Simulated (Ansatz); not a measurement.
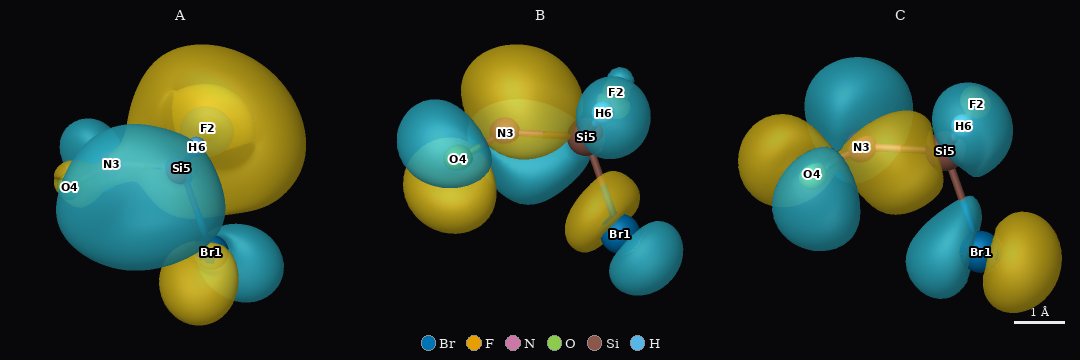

The picture shows: BrFHNOSi (triplet). Three frontier orbitals at ±0.05 Å⁻³ᐟ² (yellow and cyan are the two phases), in no order.

Geometry: PBE0-D3(BJ)/def2-SVP.

Level of theory: isolated molecule in a Gaussian basis; Kohn-Sham density functional theory, functional PBE0 in Ansatz.

Input file:

```
crystal:
  periodic: [false, false, false]
  atoms:
    - {symbol: Br, position_ang: [1.139532, -2.653652, 1.270717]}
    - {symbol: F, position_ang: [-0.093620, -0.045104, 0.054463]}
    - {symbol: N, position_ang: [-1.791786, -2.068216, -0.012004]}
    - {symbol: O, position_ang: [-2.415717, -3.096548, 0.016156]}
    - {symbol: Si, position_ang: [-0.554347, -1.293798, 0.953463]}
    - {symbol: H, position_ang: [-1.077742, -0.800224, 2.242625]}
basis:
  gaussian: {orbitals: def2-TZVPD}
magnetization: {spin_polarized: true, initial_magnetization: 2}
hamiltonian: {xc: {name: PBE0}}
output: {forces: true, orbitals: {seedname: orbitals}}
```

Launched as:

```sh
ansatz run input.yaml --threads 1 --pin off --max-ram 2610MiB --events-out events.jsonl --progress --plain --runs-dir runs
```

Which picture is the HOMO−1, the HOMO and the LUMO? All are α orbitals.

Answer. C is the HOMO−1 (α) (−7.78 eV). Its weight (Hirshfeld) is mainly on N3 (about 40 %), O4 (about 40 %), Si5 (about 10 %) and Br1 (about 5 %); π-antibonding (π*) across N3–O4. B is the HOMO (α) (−7.25 eV). By Hirshfeld shares it lies mainly on N3 (about 45 %) and O4 (about 40 %); π-antibonding (π*) across N3–O4. A is the LUMO (α) (−0.32 eV). It lies mainly on Si5 (about 55 %), Br1 (about 15 %), H6 (about 10 %), F2 (about 10 %) and N3 (about 5 %).

What is the gap between the highest occupied and lowest empty α orbitals?

Answer. 6.93 eV between the orbital energies.
